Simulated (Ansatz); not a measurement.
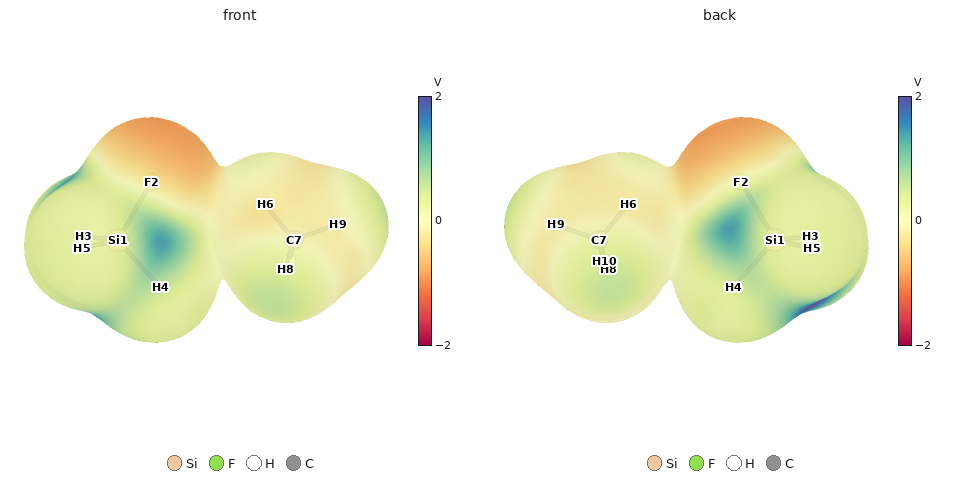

The picture shows: FH$_{3}$Si···CH$_{4}$. The electrostatic potential painted on the density surface at 0.002 e/bohr³, seen from the front and from behind; the colour scale runs from red (negative) to blue (positive).

The reactant side of a reaction path; geometry: PBE0-D4/def2-TZVP.

Method: RKS PBE0-D4/def2-TZVPP (Ansatz).

| atom | x (Å) | y (Å) | z (Å) |
| --- | --- | --- | --- |
| Si | -0.8606 | 0.9663 | -1.6341 |
| F | 0.7139 | 1.0631 | -1.3601 |
| H | -1.0605 | 0.4049 | -2.9909 |
| H | -1.4608 | 0.0812 | -0.6092 |
| H | -1.4309 | 2.3311 | -1.5447 |
| H | 1.3040 | -0.3530 | 0.8697 |
| C | 0.8205 | -0.9687 | 1.6272 |
| H | 0.0615 | -0.3817 | 2.1442 |
| H | 1.5626 | -1.3139 | 2.3466 |
| H | 0.3503 | -1.8293 | 1.1515 |

Question: Describe the electrostatic potential map.

Answer: The most negative region (about −0.9 V) lies over F2, the most positive (about +1.9 V) over Si1.
